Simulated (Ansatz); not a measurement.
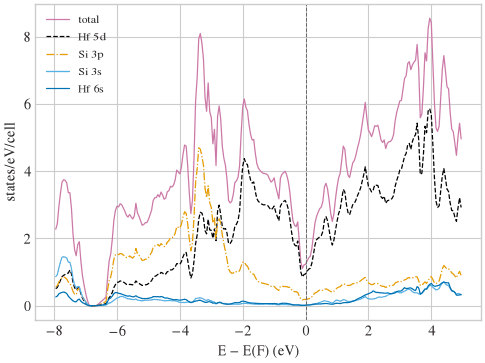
Fig. 1. Total and projected density of states of HfSi in space group Pnma (No. 62; Hf on 4c, Si on 4c), DFT-r²SCAN in the program Ansatz with PAW potentials

Q: Which orbitals carry the states next to the Fermi level?

A: Within 0.5 eV of the Fermi level: Hf 5d 75 %, Si 3p 16 %, outside the projected shells 5 %. Projections are on Löwdin-orthogonalised atomic valence shells; empty p or d shells of many metals are not among them.

Q: Where is the tallest occupied peak in this window, and what makes it?

A: Near -3.3 eV, about 8.1 states/eV per cell; the largest projected share is Si 3p.

The workflow started from a Materials Project entry (that database holds measured and hypothetical structures alike); the Crystallography Open Database files this formula in space group No. 62, but the cells were not matched. Its standing as an ambient phase is unchecked. The cell was relaxed with r²SCAN under the symmetry of its start; whether a distortion lowers the energy is not shown. No spin polarisation was allowed. Scalar-relativistic: spin–orbit coupling is off unless named, which matters more the heavier the elements.

Potentials: the later of the program's two PAW sets.
